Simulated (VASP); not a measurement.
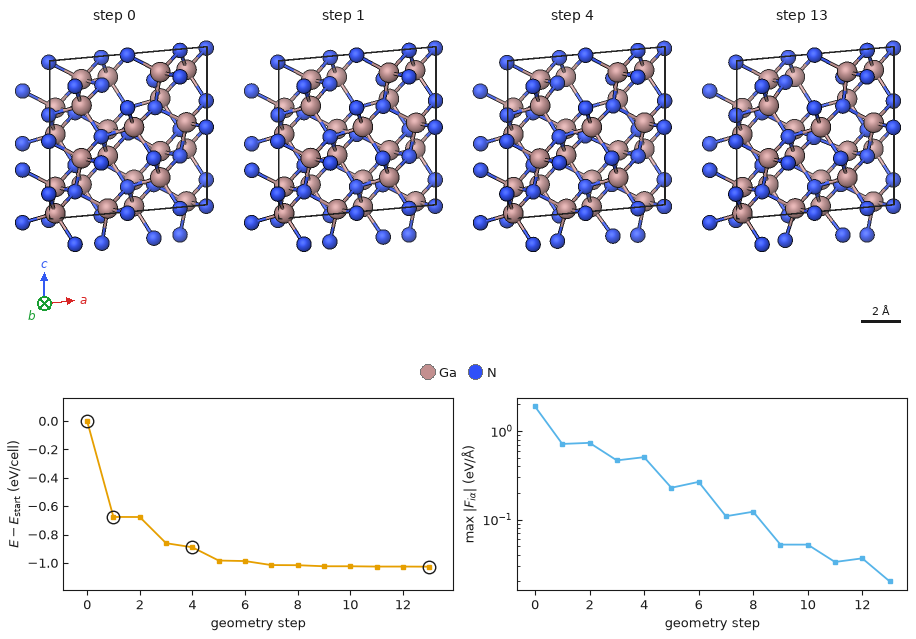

Frames of a relaxation of a defect cell of composition Ga23N24, marked on the history of the run. The picture is a ball-and-stick view of the cell of the calculation (origin shifted), seen along the b axis.

The run lets the atoms move in a fixed cell.

Method: Kohn-Sham DFT of a periodic cell, PBE, VASP PAW PBE potentials, recommended (VASP 6.6.1).

Input file:
```
PREC = Normal
ENCUT = 450
EDIFF = 1E-6
ISMEAR = 0
SIGMA = 0.01
LREAL = Auto
LASPH = True
NELM = 150
ALGO = Normal
ISIF = 2
LWAVE = False
LCHARG = False
ISPIN = 2
MAGMOM = 0 0 0 0 0 0 0 0 0 0 0 0 0 0 0 0 0 0 0 0 0 0 0 0 0 0 0 0 0 0 0 0 0 0.25 0 0.25 0.25 0 0 0.25 0 0 0 0 0 0 0
LORBIT = 11
GGA = PE
IBRION = 2
NSW = 70
EDIFFG = -0.025
AMIX = 0.2
BMIX = 1E-4
AMIX_MAG = 0.8
BMIX_MAG = 1E-4
ICORELEVEL = 1
ISYM = 0
LUSENCCL = False
```

Run as
```bash
cat potpaw_PBE.64/Ga_d/POTCAR potpaw_PBE.64/N/POTCAR > POTCAR
mpirun -np 1 vasp_std > vasp.out
```

Describe the path.

The energy falls by 1.026 eV per cell of the calculation in 13 geometry steps. Largest force component: 1.9 eV/Å at the start, 0.02 eV/Å at the end. The atom that moves furthest is an N atom (0.27 Å along [−1 2 −3]). By element the largest moves are N 0.27 Å, Ga 0.03 Å. The cell doesn't change. Some distances before and after: Ga–N 2.081 → 1.922 Å, Ga–N 2.039 → 1.922 Å, Ga–N 2.017 → 1.930 Å, Ga–N 1.847 → 1.922 Å. Bond angles that change, for instance: Ga–N–Ga 103.8° → 114.1°, Ga–N–Ga 105.8° → 115.4°, N–Ga–N 112.2° → 103.4°. From step 0 to 1: an N atom moves most (0.13 Å), energy −0.676 eV per cell of the calculation. From step 1 to 4: an N atom moves most (0.09 Å), energy −0.214 eV per cell of the calculation. From step 4 to 13: N atoms move most (0.10 Å), energy −0.137 eV per cell of the calculation.

```tsv
step	E − E(0), meV/atom	largest force component, eV/Å
0	0.00	1.8955
1	-14.37	0.7155
2	-14.38	0.7361
3	-18.31	0.4663
4	-18.92	0.5071
5	-20.91	0.2288
6	-20.98	0.2666
7	-21.59	0.1091
8	-21.61	0.1227
9	-21.77	0.0521
10	-21.77	0.0521
11	-21.81	0.0332
12	-21.81	0.0365
13	-21.83	0.0201
```

Limits of the set-up: the periodic images lie only 8.3 Å apart, so the values are limited by the cell's size.
